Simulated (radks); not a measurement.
System: Au⁺ (Z = 79, 78 electrons), configuration [Kr] 4d10 4f14 5s2 5p5 5d10 6s1 (high spin). Level of theory: scalar-relativistic Kohn-Sham, r2SCAN, spin-polarised, spherical densities, finite nucleus. Computed with the in-house radial solver radks.

```
Z 79
configuration [Kr] 4d10 4f14 5s2 5p5 5d10 6s1
relativity scalar-relativistic
functional r2scan,r2scan
spin polarised
nucleus finite rms 5.4371 fm
c 137.035999084
```

Wanted: the electron density ρ(r) on a logarithmic scale.

The density falls from 1.0×10⁶ electrons/bohr³ at the inner end (r = 0.00063 bohr) to 0.001 at r = 3.91 bohr, a common measure of the size of an atom or ion. The highest occupied orbital, 6s up (⟨r⟩ = 2.51 bohr, −15.2 eV), is also the most diffuse and sets the fall-off far out: over the last part drawn ln ρ falls by 2.2 per bohr, against 2√(−2ε) = 2.1 for the pure exponential. The steps in the slope mark the shells; the radial density has its minima at 0.022, 0.093 and 0.27 bohr.

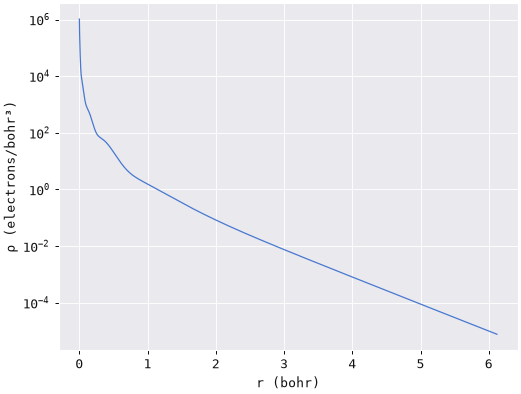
